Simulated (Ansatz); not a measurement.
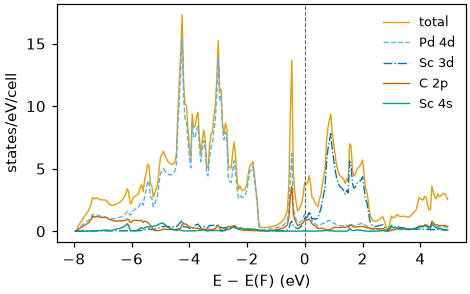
Fig. 1. Total and projected density of states of ScPd₃C (anti-perovskite, space group No. 221), DFT-r²SCAN in the program Ansatz with PAW potentials

**Question.** Which orbitals carry the states next to the Fermi level?

**Answer.** Within 0.5 eV of the Fermi level: Pd 4d 38 %, C 2p 24 %, Sc 3d 22 %, outside the projected shells 15 %. Projections are on Löwdin-orthogonalised atomic valence shells; empty p or d shells of many metals are not among them.

**Question.** Where is the tallest occupied peak in this window, and what makes it?

**Answer.** Near -4.2 eV, about 17 states/eV per cell; the largest projected share is Pd 4d.

Space group Pm-3m (anti-perovskite). The start of the workflow was typed in or built on a structure type; neither database checked (COD, Materials Project) lists it. Its standing as an ambient phase is unchecked. Symmetry was held in the r²SCAN relaxation; its stability against distortions is not shown here. The run is not spin-polarised. Scalar-relativistic: spin–orbit coupling is off unless named, which matters more the heavier the elements.

Potentials: the earlier of the program's two PAW sets.
